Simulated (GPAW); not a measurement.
# Geometry relaxation, with input and output: SiNH$_{2}$F

System: SiNH$_{2}$F, SMILES N[Si]F.
Method: PBEsol/real-space grid, dispersion D3(0), scalar-relativistic datasets (GPAW 26.7.0).

The atoms were displaced at random from an optimised geometry.

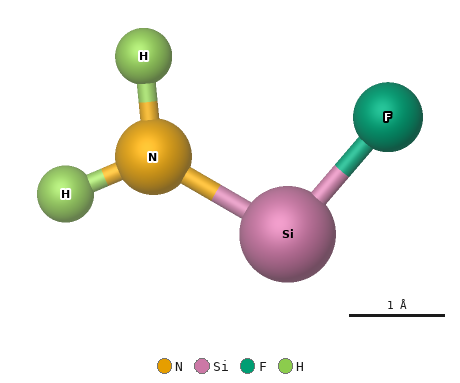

Figure 1. The starting structure (ball-and-stick view, seen on its broad side).

Results in brief:

```tsv
quantity	value
outcome	converged
energy relative to the program's reference atoms	−26.9904 eV
dispersion energy	−0.000359 hartree
largest force	0.026 eV/Å
HOMO	−6.13 eV
LUMO	−2.10 eV
dipole moment	2.42 D
hardware	1 thread of Arm Neoverse V1, 24 GiB of memory available, shared host
wall time	8.9 min
peak memory	0.81 GiB
```

Remarks:

Settings chosen away from the usual ones: solver set to davidson. Further notes kept with the run: datasets made with stock radii, not tested.

Input file (relax.py):
```python
import numpy as np
from ase import Atoms
from ase.calculators.mixing import SumCalculator
from ase.io import write
from ase.optimize import BFGSLineSearch
from ase.units import Bohr
from dftd3.ase import DFTD3
from gpaw import GPAW, setup_paths
from gpaw.atom.configurations import parameters
from gpaw.atom.generator import Generator

# Atomic positions
positions_bohr = np.array(
              [[ -0.744269,   0.371439,  -0.609994],
               [  0.307566,  -2.079239,   0.954298],
               [  3.047378,  -1.030553,   1.897056],
               [  0.213044,   2.122329,  -0.798772],
               [ -2.450637,   0.557586,  -1.432337]])
system = Atoms(["N", "Si", "F", "H", "H"], positions=positions_bohr * Bohr)
system.center(vacuum=4.5)

# Generate the setups first
for symbol in ["F", "H", "N", "Si"]:
    Generator(symbol, xcname="PBEsol", scalarrel=True, nofiles=True, txt=None).run(**parameters[symbol])
setup_paths.insert(0, ".")

# GPAW settings
calc = GPAW(mode="fd",
            h=0.18,
            xc="PBEsol",
            eigensolver="davidson",
            maxiter=100,
            poissonsolver={"name": "MomentCorrectionPoissonSolver", "poissonsolver": "fast", "moment_corrections": 9},
            symmetry="off",
            txt="run.txt")
system.calc = SumCalculator([DFTD3(method="PBEsol", damping="d3zero"), calc])

opt = BFGSLineSearch(system, trajectory="run.traj")
converged = opt.run(fmax=0.03, steps=60)
print("Converged:", converged)
print(f"Final energy            {system.get_potential_energy():.5f} eV")
print(f"r(F2-Si1): {system.get_distance(2, 1):.4f} Ang")
print(f"r(H4-N0): {system.get_distance(4, 0):.4f} Ang")
write("relaxed.xyz", system)
```

Run as:
```bash
python3 relax.py
```

Log:
```
Step[ FC]     Time          Energy          fmax
BFGSLineSearch:    0[  0] 00:00:00      -26.828688       3.8297
BFGSLineSearch:    1[  2] 00:00:54      -26.966187       0.6746
BFGSLineSearch:    2[  4] 00:01:38      -26.977112       0.2131
BFGSLineSearch:    3[  6] 00:02:15      -26.977921       0.1956
BFGSLineSearch:    4[  8] 00:02:53      -26.979148       0.1594
BFGSLineSearch:    5[ 10] 00:03:34      -26.980537       0.1544
BFGSLineSearch:    6[ 11] 00:03:57      -26.982947       0.2294
BFGSLineSearch:    7[ 14] 00:05:00      -26.986297       0.1680
BFGSLineSearch:    8[ 16] 00:05:35      -26.986842       0.1363
BFGSLineSearch:    9[ 18] 00:06:22      -26.988003       0.0889
BFGSLineSearch:   10[ 19] 00:06:43      -26.989152       0.0819
BFGSLineSearch:   11[ 20] 00:07:04      -26.989741       0.0330
BFGSLineSearch:   12[ 21] 00:07:23      -26.989994       0.0317
BFGSLineSearch:   13[ 23] 00:07:57      -26.990238       0.0601
BFGSLineSearch:   14[ 24] 00:08:15      -26.990358       0.0260
Converged: True
Final energy            -26.99036 eV
r(F2-Si1): 1.6482 Ang
r(H4-N0): 1.0188 Ang
```

Trajectory as extended XYZ (Å, eV, eV/Å), 15 frames, from step=0 to step=14:
```
5
Properties=species:S:1:pos:R:3:forces:R:3 step=0 energy=-26.82869
N     5.4030    5.7968    4.9352    0.3191   3.6174  -1.2164
Si    5.9596    4.5000    5.7630    0.2582  -2.4250   1.1447
F     7.4094    5.0549    6.2618    0.4694   0.2271   0.0803
H     5.9096    6.7234    4.8353   -0.4430  -1.2195   0.2073
H     4.5000    5.8953    4.5000   -0.5607  -0.2866  -0.1868
5
Properties=species:S:1:pos:R:3:forces:R:3 step=1 energy=-26.96619
N     5.4066    5.8381    4.9213    0.0215  -0.1371   0.1241
Si    5.9625    4.4723    5.7760   -0.1281  -0.3857   0.0957
F     7.4148    5.0575    6.2628    0.2241   0.0335   0.0014
H     5.9045    6.7095    4.8376    0.4018   0.5410  -0.0303
H     4.4936    5.8921    4.4979   -0.4585  -0.0917  -0.2069
5
Properties=species:S:1:pos:R:3:forces:R:3 step=2 energy=-26.97711
N     5.4074    5.8384    4.9230   -0.1520   0.1454  -0.0339
Si    5.9598    4.4612    5.7793    0.0700  -0.0185   0.0426
F     7.4204    5.0585    6.2629   -0.0266  -0.0917  -0.0884
H     5.9133    6.7207    4.8371    0.0835   0.0157   0.0178
H     4.4826    5.8897    4.4930    0.0765  -0.0793   0.0275
5
Properties=species:S:1:pos:R:3:forces:R:3 step=3 energy=-26.97792
N     5.4043    5.8399    4.9229    0.0836   0.1627   0.0691
Si    5.9609    4.4608    5.7800   -0.0088   0.0191  -0.0128
F     7.4202    5.0567    6.2611    0.0215  -0.0500  -0.0673
H     5.9159    6.7225    4.8374   -0.0049  -0.0899   0.0168
H     4.4833    5.8880    4.4931   -0.0567  -0.0513  -0.0384
5
Properties=species:S:1:pos:R:3:forces:R:3 step=4 energy=-26.97915
N     5.4036    5.8463    4.9282   -0.0734  -0.0019   0.0341
Si    5.9615    4.4634    5.7792   -0.1160  -0.0257  -0.0467
F     7.4208    5.0510    6.2547    0.1519   0.0317  -0.0367
H     5.9209    6.7229    4.8383   -0.0124  -0.0098  -0.0123
H     4.4814    5.8829    4.4912    0.0961  -0.0044   0.0261
5
Properties=species:S:1:pos:R:3:forces:R:3 step=5 energy=-26.98054
N     5.4003    5.8528    4.9350   -0.0206  -0.1288   0.0460
Si    5.9570    4.4648    5.7763    0.0605   0.0215   0.0202
F     7.4281    5.0469    6.2468   -0.0198  -0.0590  -0.1413
H     5.9251    6.7225    4.8387   -0.0175   0.0522  -0.0336
H     4.4833    5.8777    4.4904    0.0380   0.0527  -0.0045
5
Properties=species:S:1:pos:R:3:forces:R:3 step=6 energy=-26.98295
N     5.3960    5.8599    4.9501   -0.0026  -0.1517   0.0405
Si    5.9543    4.4636    5.7754    0.1511   0.0581   0.0384
F     7.4415    5.0349    6.2185   -0.1565  -0.1311  -0.1046
H     5.9280    6.7227    4.8363   -0.0124   0.0596  -0.0307
H     4.4881    5.8739    4.4872    0.0151   0.0786   0.0090
5
Properties=species:S:1:pos:R:3:forces:R:3 step=7 energy=-26.98630
N     5.3926    5.8630    4.9679   -0.0249  -0.0550  -0.0610
Si    5.9547    4.4588    5.7755    0.0771   0.0257   0.0120
F     7.4509    5.0160    6.1897   -0.0699  -0.1527  -0.0011
H     5.9268    6.7229    4.8316    0.0110  -0.0058   0.0154
H     4.4946    5.8777    4.4864   -0.0297   0.0359   0.0423
5
Properties=species:S:1:pos:R:3:forces:R:3 step=8 energy=-26.98684
N     5.3919    5.8623    4.9692   -0.0059  -0.0209  -0.0634
Si    5.9547    4.4577    5.7752    0.0524   0.0029   0.0085
F     7.4530    5.0094    6.1857   -0.0842  -0.0827   0.0682
H     5.9264    6.7221    4.8313    0.0138  -0.0138   0.0200
H     4.4944    5.8794    4.4874   -0.0470   0.0246   0.0424
5
Properties=species:S:1:pos:R:3:forces:R:3 step=9 energy=-26.98800
N     5.3928    5.8568    4.9630    0.0580   0.0373  -0.0561
Si    5.9560    4.4558    5.7752   -0.0371  -0.0526  -0.0078
F     7.4505    5.0037    6.1921    0.0010   0.0135  -0.0727
H     5.9241    6.7200    4.8321    0.0220  -0.0252   0.0241
H     4.4912    5.8848    4.4914   -0.0755  -0.0077   0.0289
5
Properties=species:S:1:pos:R:3:forces:R:3 step=10 energy=-26.98915
N     5.3956    5.8520    4.9537    0.0410   0.0059   0.0050
Si    5.9534    4.4524    5.7729   -0.0617  -0.0478  -0.0249
F     7.4469    5.0001    6.1897    0.0614   0.0425  -0.0092
H     5.9252    6.7175    4.8348    0.0219  -0.0139   0.0080
H     4.4853    5.8885    4.4994   -0.0581  -0.0048   0.0161
5
Properties=species:S:1:pos:R:3:forces:R:3 step=11 energy=-26.98974
N     5.3975    5.8483    4.9484   -0.0199   0.0046   0.0052
Si    5.9516    4.4487    5.7702   -0.0087  -0.0194  -0.0137
F     7.4462    4.9992    6.1882    0.0218   0.0198   0.0149
H     5.9282    6.7142    4.8369    0.0067  -0.0174  -0.0024
H     4.4795    5.8908    4.5074    0.0007   0.0067   0.0287
5
Properties=species:S:1:pos:R:3:forces:R:3 step=12 energy=-26.98999
N     5.3975    5.8453    4.9462   -0.0284   0.0105   0.0094
Si    5.9517    4.4452    5.7674    0.0128  -0.0011  -0.0073
F     7.4458    4.9990    6.1877   -0.0002   0.0062   0.0170
H     5.9305    6.7104    4.8377   -0.0045  -0.0162  -0.0058
H     4.4747    5.8940    4.5154    0.0190   0.0101   0.0208
5
Properties=species:S:1:pos:R:3:forces:R:3 step=13 energy=-26.99024
N     5.3942    5.8437    4.9493    0.0252  -0.0234   0.0493
Si    5.9549    4.4400    5.7617    0.0143   0.0232   0.0018
F     7.4460    5.0004    6.1874   -0.0196  -0.0092   0.0060
H     5.9340    6.7036    4.8368   -0.0091   0.0124  -0.0024
H     4.4684    5.9002    4.5283   -0.0115   0.0046  -0.0048
5
Properties=species:S:1:pos:R:3:forces:R:3 step=14 energy=-26.99036
N     5.3936    5.8448    4.9535    0.0203  -0.0050   0.0155
Si    5.9558    4.4401    5.7621    0.0035   0.0121   0.0049
F     7.4463    5.0006    6.1876   -0.0054  -0.0063   0.0066
H     5.9334    6.7041    4.8364   -0.0039   0.0101   0.0058
H     4.4693    5.9000    4.5286   -0.0122  -0.0005   0.0010
```

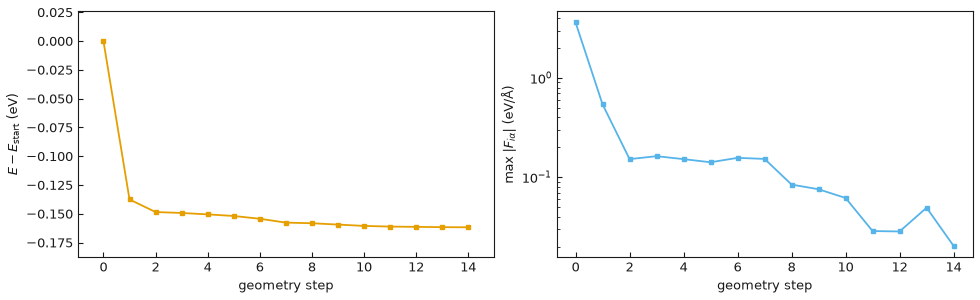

Figure 2. Progress of the relaxation, step by step (steps are counted from 0).

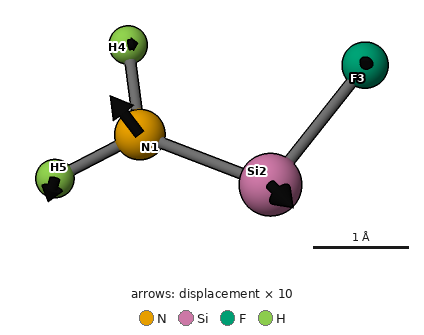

Figure 3. The starting structure with the displacements as black arrows, magnified 10 times (ball-and-stick view, seen at a tilt). The two geometries are laid on each other by the best rigid fit. After 14 geometry steps the energy has fallen by 0.162 eV. The largest force component goes from 3.6 to 0.02 eV/Å. The atom that moves furthest after the best rigid fit is N1 (0.053 Å). Largest moves by element: N 0.053 Å, Si 0.041 Å, H 0.028 Å, F 0.012 Å. Distances before and after: N1–Si2 1.636 → 1.716 Å, N1–H4 1.061 → 1.021 Å, Si2–F3 1.631 → 1.648 Å, N1–H5 1.007 → 1.019 Å. Among the angles that change: H4–N1–H5 107.6° → 112.7°, Si2–N1–H5 127.0° → 122.6°, N1–Si2–F3 100.8° → 98.0°. (Atoms are counted from 1 in the order of the input.)

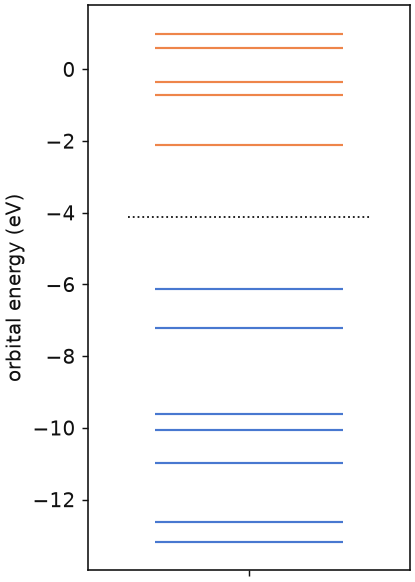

Figure 4. Orbital energies near the frontier; the dotted line parts filled from empty levels, and levels within 0.02 eV of each other stand side by side. Highest filled −6.13 eV, lowest empty −2.10 eV, 4.03 eV apart.
